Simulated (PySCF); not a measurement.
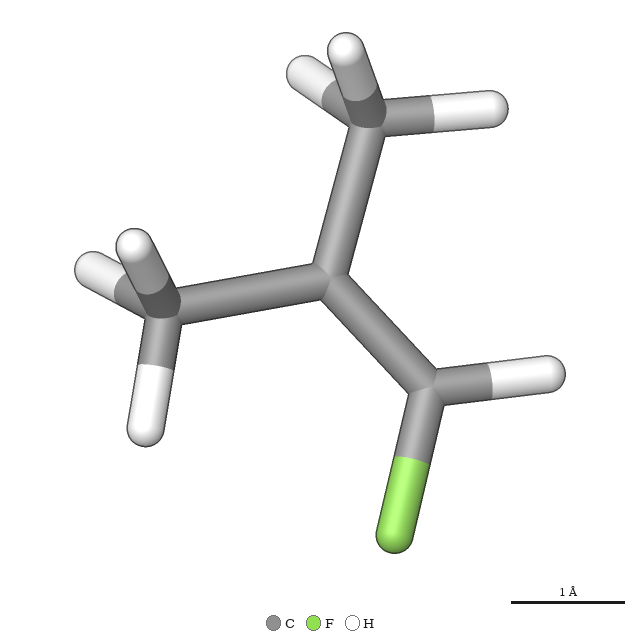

Stick drawing of a structure.

The computed structure is the end point of a GFN2-xTB optimisation. No frequency run is at hand to confirm it as a minimum.

Count the atoms of each element.

Answer. C4H7F, 12 atoms: 4 carbon, 7 hydrogen and 1 fluorine.

Which point group does it belong to?

Answer. Cs.

The parts below concern this one geometry. Atoms keep their numbers from picture to picture.

**Shape**

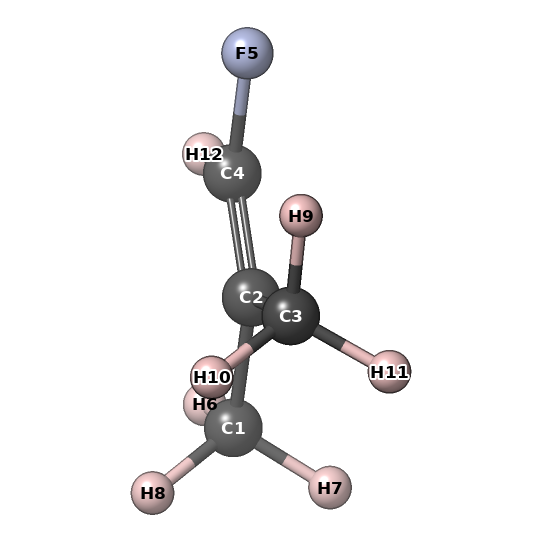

C2 lies behind C3. The molecule seen a little off the C3–C2 bond, C3 in front. Distant atoms are faded towards the background colour. No frequency run is at hand to confirm it as a minimum.

What is the torsion angle H9–C3–C2–C1? The sign is positive where the front bond must turn clockwise to cover the back bond.

Answer. 180°, antiperiplanar (anti).

**Dipole moment**

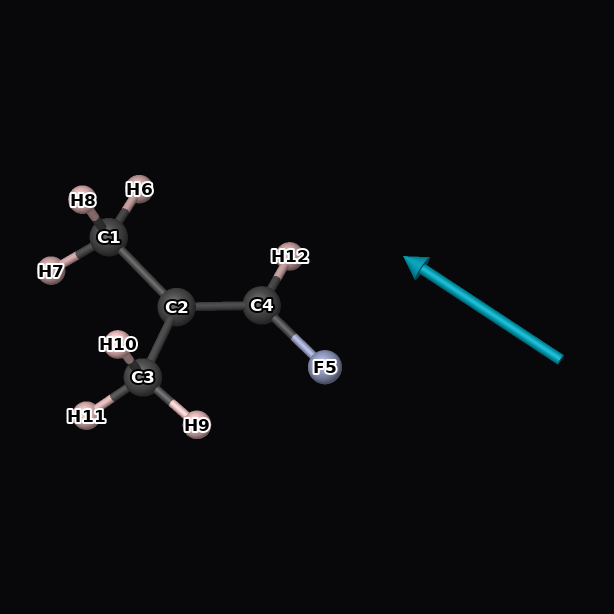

The arrow beside the molecule shows the direction of the dipole moment, from the negative to the positive end (its length means nothing). No frequency run is at hand to confirm it as a minimum. Properties computed with PBE0/pcSseg-1, gas phase (PySCF 2.14.0).

Estimate the dipole moment.

Answer. 1.73 D; it points from the side of F5 to the side of H7, H8 (the outermost atoms at the two ends).

**Excitation**

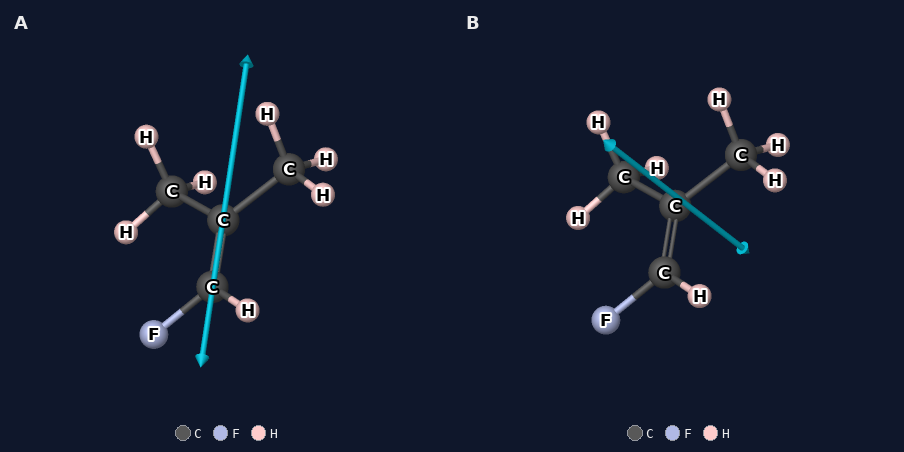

The double arrows show the directions of two transition dipoles from the ground state (lengths mean nothing). No frequency run is at hand to confirm it as a minimum. Method: TDDFT PBE0/def2-SVPD, vertical, gas phase, core orbitals frozen in the response (PySCF 2.14.0).

One belongs to singlet state 3 and one to singlet state 5. Which is which?

Answer. A: state 3, 7.33 eV (169 nm), oscillator strength 0.40, mainly HOMO → LUMO (weight 0.95).
B: state 5, 8.28 eV (150 nm), oscillator strength 0.018, mainly HOMO → LUMO+4 (weight 0.97).

**Polarisability**

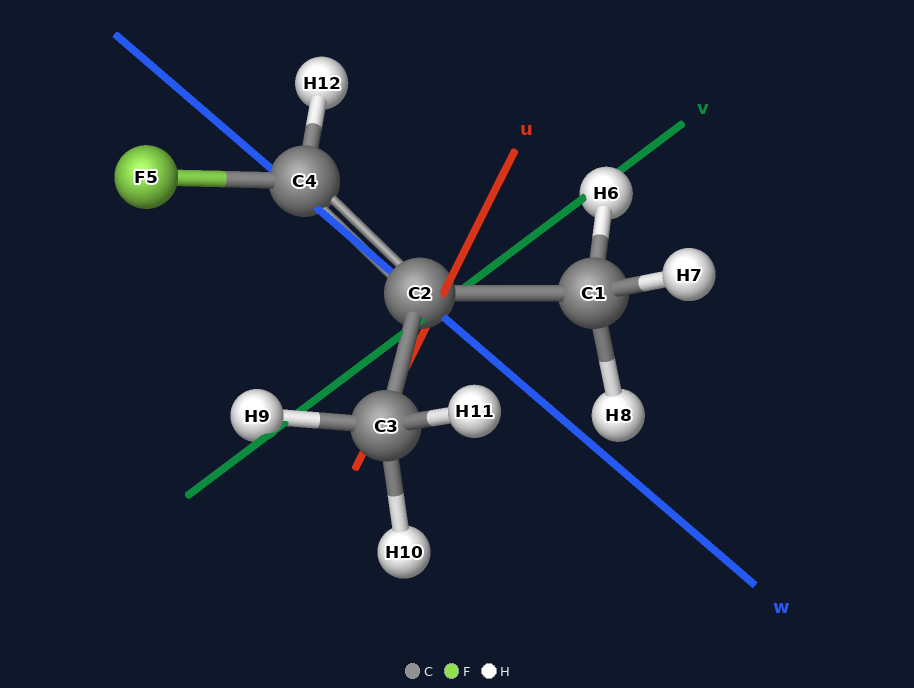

The lines u, v and w are the principal axes of the static dipole polarisability. No frequency run is at hand to confirm it as a minimum. Level of theory: PBE0/def2-SVPD (PySCF 2.14.0).

Along which axis is the molecule most polarisable, and along which least?

Answer. Most along w (nearly parallel to the C2–C4 bond), least along u.

Give the three principal values.

Answer. u 39.5, v 51.4, w 62.0 bohr³; mean 51.0, anisotropy 19.5 bohr³.

**NMR shielding**

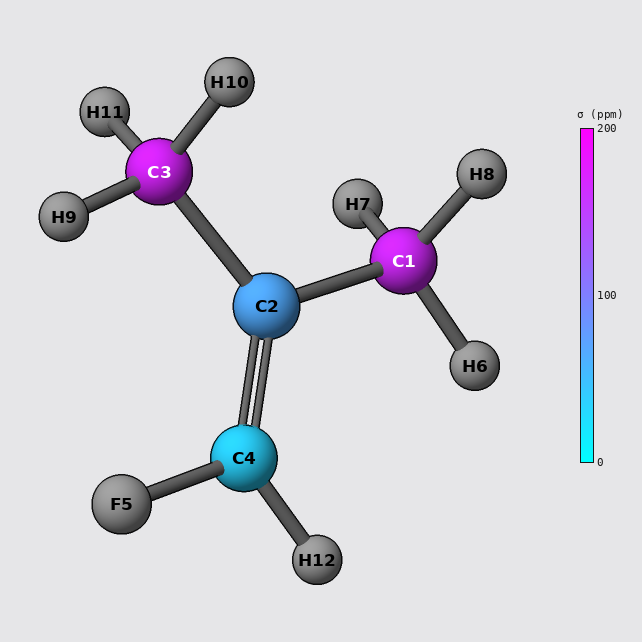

Atoms are coloured by their isotropic NMR shieldings (C only, the others grey). No frequency run is at hand to confirm it as a minimum. Properties computed with GIAO PBE0/pcSseg-1 NMR shielding, non-relativistic, gas phase (PySCF 2.14.0).

List the isotropic NMR shieldings of the C atoms.

```tsv
atom	σ (ppm)
C1	166.8
C2	65.3
C3	170.5
C4	34.3
```
